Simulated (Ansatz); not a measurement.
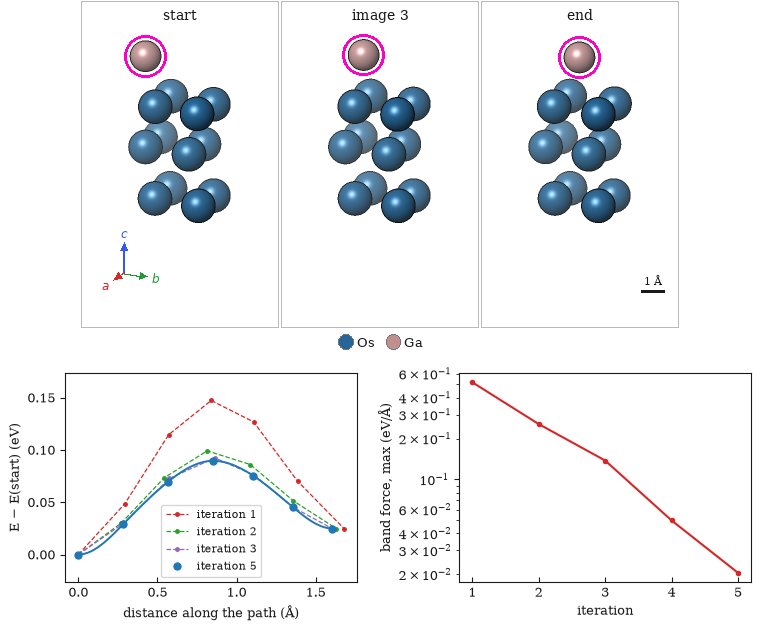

NEB run on Ga on Os(0001) (13 atoms in the cell). Images are numbered from 0 (start) to 6 (end). The plot follows the band through its iterations. The picture is a spheres-only view of the simulation cell, with the vacuum cut short (origin moved), seen slightly off an axis. The moving atom is ringed, with any periodic copies.

Method: DFT PBE, scalar-relativistic, plane waves, PAW in Ansatz.

The input:
```yaml
crystal:
  lattice:
    - [5.48, 0.0, 0.0]
    - [2.74, 4.745819, 0.0]
    - [0.0, 0.0, 15.32646]
  atoms:
    - { symbol: Os, position: [0.0, 0.0, 0.0652466] }
    - { symbol: Os, position: [0.5, 0.0, 0.0652466] }
    - { symbol: Os, position: [0.0, 0.5, 0.0652466] }
    - { symbol: Os, position: [0.5, 0.5, 0.0652466] }
    - { symbol: Os, position: [-0.1662766, 0.33255354, 0.20186327] }
    - { symbol: Os, position: [0.33333574, 0.33333158, 0.20186249] }
    - { symbol: Os, position: [-0.16627687, 0.8337229, 0.20186421] }
    - { symbol: Os, position: [0.33255458, 0.83372276, 0.20186662] }
    - { symbol: Os, position: [-1.996e-05, 1.377e-05, 0.33850556] }
    - { symbol: Os, position: [0.50633084, -0.01265089, 0.34036163] }
    - { symbol: Os, position: [-0.01267268, 0.50633352, 0.34036303] }
    - { symbol: Os, position: [0.50633711, 0.50632079, 0.34036264] }
    - { symbol: Ga, position: [0.3332893, 0.33337741, 0.47344296] }
basis:
  ecutwfc: 420.0
kpoints:
  mp_grid: { grid: [4, 4, 1] }
hamiltonian:
  xc: pbe
scf:
  occupations: { method: gaussian, width: 0.05 }
  lower_state_search: "off"
neb:
  images: 5
  f_tol: 0.03
  initial_path: idpp
  max_iterations: 73
  constraints: [{ sites: [0, 1, 2, 3] }]
  final_atoms:
    - { symbol: Os, position: [0.0, -1.0e-08, 0.06524664] }
    - { symbol: Os, position: [0.49999999, 0.0, 0.06524664] }
    - { symbol: Os, position: [-1.0e-08, 0.50000001, 0.06524664] }
    - { symbol: Os, position: [0.49999997, 0.50000001, 0.06524664] }
    - { symbol: Os, position: [-0.16666667, 0.33333334, 0.20122599] }
    - { symbol: Os, position: [0.33327381, 0.33345235, 0.20195796] }
    - { symbol: Os, position: [-0.16654767, 0.83327385, 0.20195796] }
    - { symbol: Os, position: [0.3332738, 0.83327385, 0.20195796] }
    - { symbol: Os, position: [-0.00561801, 0.01123602, 0.34065086] }
    - { symbol: Os, position: [0.49999999, 0.0, 0.3389113] }
    - { symbol: Os, position: [-0.00561802, 0.494382, 0.34065086] }
    - { symbol: Os, position: [0.511236, 0.494382, 0.34065086] }
    - { symbol: Ga, position: [0.16666665, 0.66666668, 0.47430929] }
  order_check: true
```

Launched with:
```bash
ansatz run input.yaml --threads 4 --pin off --max-ram 10240MiB --backend cpu --events-out ev --progress --plain --runs-dir out
```

Question: Judge this run.

Answer: The run is converged, with reservations. The band converged in 5 iterations. The largest component of the band force went from 0.52 to 0.021 eV/Å. The climbing image converged on the top of the path. A check of its curvatures didn't confirm a first-order saddle. The first iteration put the highest image at 0.147 eV. Forward barrier 0.090 eV, backward barrier 0.065 eV, with image 3 at the top; the reaction energy is +0.025 eV.

Limits of the set-up: the periodic images lie only 5.5 Å apart, so the values are limited by the cell's size.

The run took 7.1 min on 4 threads of Intel(R) Xeon(R) Platinum 8488C (Sapphire Rapids) (shared host), peak memory 2.9 GiB.
